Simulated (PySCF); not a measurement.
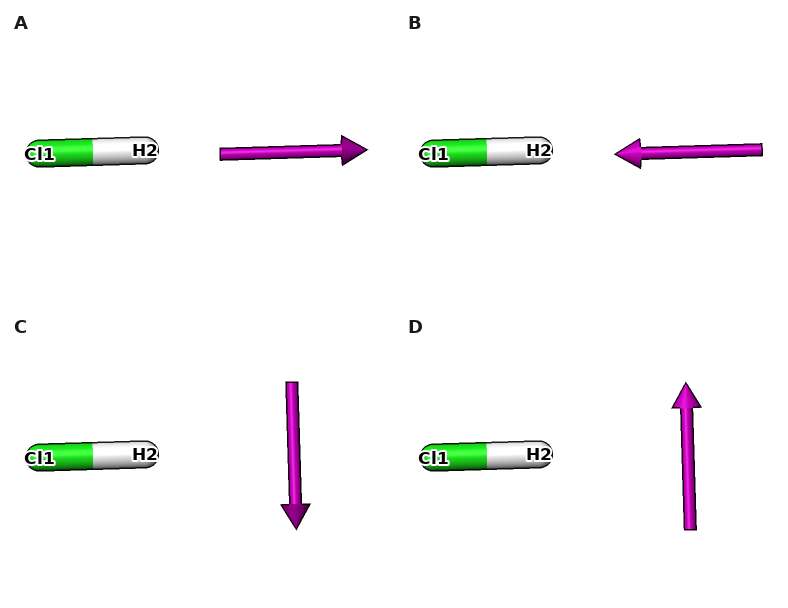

The same molecule four times, each with an arrow. Computed geometry: GFN2-xTB optimisation. No frequency run is at hand to confirm it as a minimum. Level of theory: PBE0/pcSseg-1, gas phase (PySCF 2.14.0).

Which arrow points along the dipole moment, from the negative to the positive end?

A. The dipole moment is 1.46 D; it points from the side of Cl1 to the side of H2 (the outermost atoms at the two ends).
